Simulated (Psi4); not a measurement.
# AlH3Br− (SMILES [AlH3-][Br]): revPBE/def2-TZVP

What is the energy change on altering one bond length of AlH3Br− at revPBE/def2-TZVP? 

The results are computed with Psi4 1.11.

6 further runs of the same task are left out: 6 that didn't finish.

### Step 1. Starting point

The species is AlH3Br− (5 atoms), meant as a singlet with charge -1. As SMILES, `[AlH3-][Br]`. Geometry: a GFN2-xTB relaxation, a rough one for these elements and not checked as a minimum.

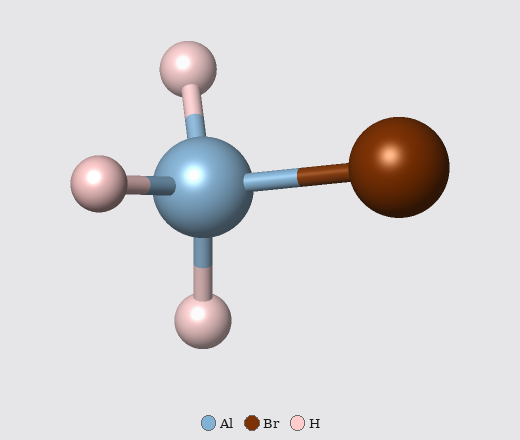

Viewed from a chosen angle; aluminium light blue, bromine brown, hydrogen pink.

### Step 2. The energy at revPBE/def2-TZVP

calc.inp reads:

```
memory 1.6 GB

molecule {
  -1 1
  Al
  Br 1 2.304403
  H 1 1.604056 2 106.94297
  H 1 1.603931 3 111.96225 2 116.73852
  H 1 1.604055 4 111.90552 3 -126.52665
  symmetry c1
}

set puream true
set e_convergence 1e-09
set d_convergence 1e-08
set scf_type pk
set dft_radial_points 99
set dft_spherical_points 590

E, wfn = energy("revpbe/def2-TZVP", return_wfn=True)
oeprop(wfn, "WIBERG_LOWDIN_INDICES", "QUADRUPOLE", "LOWDIN_CHARGES", title="REVPBE")
print_variables()
```

The run is started by

```
$ psi4 -i calc.inp -o calc.out -n 1
```

calc.out:

```text
[...]
  Running in c1 symmetry.
[...]
  Nuclear repulsion =  135.491164928514365
[...]
  Multiplicity = 1
[...]
  Nalpha       = 26
  Nbeta        = 26
[...]
    Number of basis functions: 103
[...]
   @RKS iter   1: -2817.72085103825111   -1.28965e+00   1.62682e-02 DIIS/ADIIS
[...]
   @RKS iter  10: -2818.22350896653370   -3.95630e-11   5.37371e-09 DIIS
[...]
    Orbital Energies [Eh]
    ---------------------
    Doubly Occupied:
       1A   -480.821912     2A    -61.603645     3A    -55.506995
       4A    -55.505853     5A    -55.505853     6A    -55.158782
       7A     -8.200544     8A     -6.069992     9A     -6.066392
      10A     -6.066391    11A     -3.709475    12A     -2.308713
      13A     -2.304663    14A     -2.304657    15A     -2.271218
      16A     -2.270122    17A     -2.270121    18A     -2.267392
      19A     -2.267391    20A     -0.494635    21A     -0.182590
      22A     -0.094244    23A     -0.086537    24A     -0.086509
      25A     -0.044292    26A     -0.044231
[...]
  @RKS Final Energy: -2818.22350896653370
   => Energetics <=
    Nuclear Repulsion Energy =            135.4911649285143653
    One-Electron Energy =               -4202.3849023859038425
    Two-Electron Energy =                1359.7035804279837521
    DFT Exchange-Correlation Energy =    -111.0333519371281454
    Empirical Dispersion Energy =           0.0000000000000000
    VV10 Nonlocal Energy =                  0.0000000000000000
    Total Energy =                      -2818.2235089665337000
[...]
 Multipole Moments:
 ------------------------------------------------------------------------------------
     Multipole            Electronic (a.u.)      Nuclear  (a.u.)        Total (a.u.)
 ------------------------------------------------------------------------------------
 L = 1.  Multiply by 2.5417464519 to convert [e a0] to [Debye]
 Dipole X            :         -0.0019184            0.0011157           -0.0008027
 Dipole Y            :          0.0019233           -0.0012313            0.0006921
 Dipole Z            :         11.7993727           -9.8924487            1.9069241
 Magnitude           :                                                    1.9069244
 L = 2.  Multiply by 1.3450342976 to convert [e a0^2] to [Debye ang]
 Quadrupole XX       :        -43.9232587           12.6152949          -31.3079639
 Quadrupole XY       :         -0.0078434            0.0067297           -0.0011137
[...]
```

It took 9.9 s on 1 thread of Intel Xeon 6975P-C (Granite Rapids), shared host; peak memory 0.69 GiB.

### Step 3. The distorted shape: energy and forces at revPBE/def2-TZVP

calc.inp reads:

```
memory 1600 MB

molecule mol {
  -1 1
  Al
  Br 1 3.4566
  H 1 1.604056 2 106.94297
  H 1 1.603931 3 111.96225 2 116.73851
  H 1 1.604055 4 111.90552 3 -126.52665
  symmetry c1
  no_reorient
  no_com
}

set globals {
  basis def2-TZVP
  puream true
  e_convergence 1e-09
  d_convergence 1e-08
  scf_type pk
  dft_radial_points 99
  dft_spherical_points 590
}

e_tot, wfn = gradient("revpbe", return_wfn=True)
oeprop(wfn, "WIBERG_LOWDIN_INDICES", "LOWDIN_CHARGES", "MULLIKEN_CHARGES")
```

The run is started by

```
$ psi4 -i calc.inp -o calc.out -n 1
```

calc.out, cut to the lines that bear on the results:

```text
[...]
  Running in c1 symmetry.
[...]
  Nuclear repulsion =   96.310790392846229
[...]
  Multiplicity = 1
[...]
  Nalpha       = 26
  Nbeta        = 26
[...]
    Number of basis functions: 103
[...]
   @RKS iter   1: -2817.63140009679864   -1.47519e+00   1.68196e-02 ADIIS/DIIS
[...]
   @RKS iter  11: -2818.19202140869174   -1.22782e-11   5.95334e-09 DIIS
[...]
  @RKS Final Energy: -2818.19202140869174
   => Energetics <=
    Nuclear Repulsion Energy =             96.3107903928462292
    One-Electron Energy =               -4124.2788090592775916
    Two-Electron Energy =                1320.7165417170281216
    DFT Exchange-Correlation Energy =    -110.9405444592885743
    Empirical Dispersion Energy =           0.0000000000000000
    VV10 Nonlocal Energy =                  0.0000000000000000
    Total Energy =                      -2818.1920214086917440
[...]
 Multipole Moments:
 ------------------------------------------------------------------------------------
     Multipole            Electronic (a.u.)      Nuclear  (a.u.)        Total (a.u.)
 ------------------------------------------------------------------------------------
 L = 1.  Multiply by 2.5417464519 to convert [e a0] to [Debye]
 Dipole X            :         -0.0019118            0.0011154           -0.0007964
 Dipole Y            :          0.0018221           -0.0012313            0.0005908
 Dipole Z            :         14.9886394          -14.1406020            0.8480374
 Magnitude           :                                                    0.8480380
[...]
  -Total Gradient:
     Atom            X                  Y                   Z
    ------   -----------------  -----------------  -----------------
       1       -0.000055063607     0.000026585471    -0.004052549383
       2        0.000000195330    -0.000007405235     0.019298645041
       3        0.000033837192    -0.005485857203    -0.005086876249
       4        0.004770607613     0.002724845979    -0.005072125961
       5       -0.004749694470     0.002742039980    -0.005084486247
[...]
  Mulliken Charges: (a.u.)
   Center  Symbol    Alpha    Beta     Spin     Total
       1    AL     6.37787  6.37787  0.00000  0.24427
       2    BR    17.87187 17.87187  0.00000 -0.74374
       3     H     0.58342  0.58342  0.00000 -0.16685
       4     H     0.58339  0.58339  0.00000 -0.16678
[...]
```

Wall time 14 s (1 thread of Intel Xeon 6975P-C (Granite Rapids), shared host); peak memory 0.76 GiB.

### Step 4. Results

Level: revPBE/def2-TZVP.

```
                                                              quantity           value
                                             first shape: total energy  -2818.22351 Eh
                                              first shape: HOMO energy        -1.20 eV
                                              first shape: LUMO energy         4.64 eV
    first shape: HOMO–LUMO gap (to an unbound level, set by the basis)         5.84 eV
                                         distorted shape: total energy  -2818.19202 Eh
                                          distorted shape: HOMO energy        -1.01 eV
                                          distorted shape: LUMO energy         2.04 eV
distorted shape: HOMO–LUMO gap (to an unbound level, set by the basis)         3.05 eV
                             distorted shape: largest force on an atom      0.992 eV/Å
   energy change with the Al1–Br2 bond stretched from 2.304 to 3.457 Å        0.857 eV
```

**Reading.** With the Al1–Br2 bond stretched from 2.304 to 3.457 Å the energy rises by 0.86 eV (82.7 kJ/mol). The first shape isn't relaxed at this level, so the change isn't measured from a minimum.
